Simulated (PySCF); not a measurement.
**Two runs on C3H7NSi**

System: C3H7NSi.
Method of the first run: TDDFT LDA/def2-SVPD, vertical, gas phase, core orbitals frozen in the response (PySCF 2.14.0).

The geometry comes from this level: PBE0-D3(BJ)/def2-SVP. Text and figures count atoms from 1; the logs count them from 0 in places.

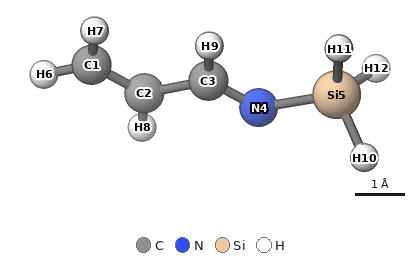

Fig. 1: The input geometry (ball-and-stick view, seen at a tilt; atoms are numbered from 1 in the order of the input). Bond lengths as drawn: C–C 1.34 to 1.46 Å, C–H 1.09 to 1.12 Å, C–N 1.27 Å, H–Si 1.49 to 1.50 Å and N–Si 1.75 Å.

## Input file, the first run
```
{"job": {"kind": "uv", "xc": "LDA", "basis": "def2-SVPD", "ip": true}, "charge": 0, "multiplicity": 1}
C     -2.463392     0.839683     0.448685
C     -1.615129    -0.068057    -0.049784
C     -0.163644     0.081200     0.050469
N      0.646146    -0.777140    -0.420999
Si     2.388390    -0.661743    -0.349264
H     -3.546599     0.721091     0.369410
H     -2.094940     1.737592     0.956276
H     -1.967914    -0.969972    -0.559911
H      0.168696     1.008193     0.573488
H      2.915998    -1.871207     0.346678
H      2.858253     0.569151     0.375441
H      2.917695    -0.639284    -1.744205
```

The first line tells a small driver script what to run in PySCF; the rest is the geometry in Å.

Launched with:
```bash
OMP_NUM_THREADS=1 python <driver script> task.json out
```

Hardware: 1 CPU thread, shared host.

## Output (the first run)
```
coarse grid: 10288 points
cycle   1  E = -459.6742114127  dE =  2.354e-01  |g| = 4.812e-01  |ddm| = 5.199e+00
cycle   2  E = -459.4339526235  dE =  2.403e-01  |g| = 1.076e+00  |ddm| = 4.465e+00
cycle   3  E = -459.7112995436  dE = -2.773e-01  |g| = 3.029e-01  |ddm| = 3.544e+00
cycle   4  E = -459.7354906449  dE = -2.419e-02  |g| = 5.878e-02  |ddm| = 5.002e-01
cycle   5  E = -459.7361692479  dE = -6.786e-04  |g| = 4.035e-02  |ddm| = 1.264e-01
cycle   6  E = -459.7366151744  dE = -4.459e-04  |g| = 9.628e-03  |ddm| = 5.345e-02
cycle   7  E = -459.7366440662  dE = -2.889e-05  |g| = 1.712e-03  |ddm| = 2.051e-02
cycle   8  E = -459.7366449314  dE = -8.652e-07  |g| = 5.692e-04  |ddm| = 3.737e-03
final grid: 94152 points
cycle   9  E = -459.8171360329  dE = -2.364e-05  |g| = 3.184e-03  |ddm| = 9.930e-02
cycle  10  E = -459.8171283839  dE =  7.649e-06  |g| = 6.569e-03  |ddm| = 1.745e-02
cycle  11  E = -459.8171375973  dE = -9.213e-06  |g| = 1.878e-03  |ddm| = 1.408e-02
cycle  12  E = -459.8171384739  dE = -8.766e-07  |g| = 3.520e-04  |ddm| = 3.423e-03
cycle  13  E = -459.8171384955  dE = -2.155e-08  |g| = 2.604e-04  |ddm| = 8.743e-04
cycle  14  E = -459.8171385150  dE = -1.950e-08  |g| = 2.946e-05  |ddm| = 3.242e-04
cycle  15  E = -459.8171385152  dE = -2.531e-10  |g| = 7.321e-06  |ddm| = 8.095e-05
converged SCF energy = -459.8171385152

Static polarisability (au): isotropic 84.931, principal 56.061 69.760 128.971

Singlet excitations
state   eV       nm        f      main configurations
  1   3.1812    389.7   0.00009   H->L 1.00
  2   5.2135    237.8   0.41928   H-1->L 0.67, H-3->L 0.25
  3   5.3392    232.2   0.00230   H-2->L 0.99
  4   5.6257    220.4   0.06947   H->L+1 0.95
  5   5.7002    217.5   0.00005   H->L+2 0.99
  6   5.9141    209.6   0.17116   H-3->L 0.62, H-1->L 0.21, H-1->L+2 0.08
  7   6.2928    197.0   0.00514   H->L+3 0.89
  8   6.4018    193.7   0.07465   H->L+4 0.93
  9   6.4694    191.6   0.00027   H-4->L 0.96
 10   6.5667    188.8   0.00208   H->L+5 0.91

Triplet excitations (Tamm-Dancoff, eV): 2.8111 3.5611 5.1416 5.2250
Vertical ionisation energy (delta-SCF) = 9.1317 eV
Vertical electron affinity (delta-SCF) = 0.1685 eV
```

The second run used a changed input.

## The two runs side by side

| quantity | the first run | the second run |
| --- | --- | --- |
| outcome | converged | converged |
| total energy (hartree) | −459.817139 | −462.562021 |
| HOMO (eV) | −5.93 | −6.99 |
| LUMO (eV) | −2.95 | −1.95 |
| dipole moment (D) | 1.90 | 2.02 |
| lowest excitation (eV) | 3.18 | 3.67 |
| SCF iterations | 15 | 13 |
| strongest computed line (eV) | 5.21 | 5.72 |
| basis functions | 160 | 160 |
| wall time (shared host) | 76 s | 1.8 min |

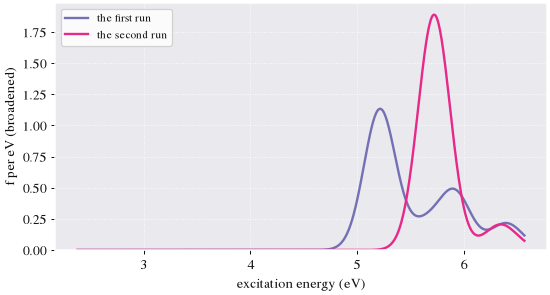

Fig. 2: Absorption of the two runs from their computed states, each broadened by a Gaussian of 0.35 eV full width; the range ends where the shorter list of states ends.

Which change of the input explains these differences?

The change (lines with − go, lines with + come):
```diff
-"xc": "LDA"
+"xc": "B3LYP"
```

The total energies belong to different methods, so their difference says nothing on which is more stable or more accurate. The HOMO goes from −5.93 to −6.99 eV. The LUMO goes from −2.95 to −1.95 eV. The dipole moment goes from 1.90 to 2.02 D. The lowest excitation goes from 3.18 to 3.67 eV. The strongest computed line goes from 5.21 to 5.72 eV. The functional changes from LDA to B3LYP. Exact exchange removes part of the self-interaction error of semilocal functionals, which pushes filled and empty levels apart. The SCF takes 13 iterations against 15.

## Output (the second run)
```
coarse grid: 10288 points
cycle   1  E = -462.4470115467  dE =  2.901e-01  |g| = 4.399e-01  |ddm| = 5.099e+00
cycle   2  E = -462.3324555769  dE =  1.146e-01  |g| = 8.187e-01  |ddm| = 3.361e+00
cycle   3  E = -462.4902326677  dE = -1.578e-01  |g| = 1.370e-01  |ddm| = 2.459e+00
cycle   4  E = -462.4949984665  dE = -4.766e-03  |g| = 3.606e-02  |ddm| = 2.565e-01
cycle   5  E = -462.4953423862  dE = -3.439e-04  |g| = 1.256e-02  |ddm| = 7.051e-02
cycle   6  E = -462.4953822202  dE = -3.983e-05  |g| = 3.403e-03  |ddm| = 1.869e-02
cycle   7  E = -462.4953854917  dE = -3.272e-06  |g| = 2.388e-04  |ddm| = 5.285e-03
final grid: 94152 points
cycle   8  E = -462.5620176425  dE = -1.749e-05  |g| = 3.548e-03  |ddm| = 9.628e-02
cycle   9  E = -462.5620155502  dE =  2.092e-06  |g| = 4.658e-03  |ddm| = 2.048e-02
cycle  10  E = -462.5620208467  dE = -5.296e-06  |g| = 1.149e-03  |ddm| = 1.156e-02
cycle  11  E = -462.5620211634  dE = -3.167e-07  |g| = 1.458e-04  |ddm| = 2.209e-03
cycle  12  E = -462.5620211694  dE = -5.921e-09  |g| = 3.624e-05  |ddm| = 3.639e-04
cycle  13  E = -462.5620211698  dE = -4.518e-10  |g| = 4.304e-06  |ddm| = 9.451e-05
converged SCF energy = -462.5620211698

Static polarisability (au): isotropic 80.624, principal 53.850 66.325 121.698

Singlet excitations
state   eV       nm        f      main configurations
  1   3.6671    338.1   0.00007   H->L 0.99
  2   5.7212    216.7   0.70397   H-1->L 0.93
  3   6.3417    195.5   0.07453   H->L+1 0.95
  4   6.4948    190.9   0.00337   H-3->L 0.95
  5   6.5401    189.6   0.00010   H->L+3 0.97
  6   6.7353    184.1   0.00084   H-2->L 0.86
  7   6.9578    178.2   0.01151   H->L+2 0.76, H->L+4 0.10
  8   7.1040    174.5   0.05244   H->L+4 0.87, H->L+2 0.10
  9   7.1121    174.3   0.00681   H-1->L+1 0.97
 10   7.2967    169.9   0.00071   H-4->L 0.62, H->L+6 0.34

Triplet excitations (Tamm-Dancoff, eV): 3.1875 3.4261 5.3267 6.0885
Vertical ionisation energy (delta-SCF) = 9.1127 eV
Vertical electron affinity (delta-SCF) = -0.0524 eV
```
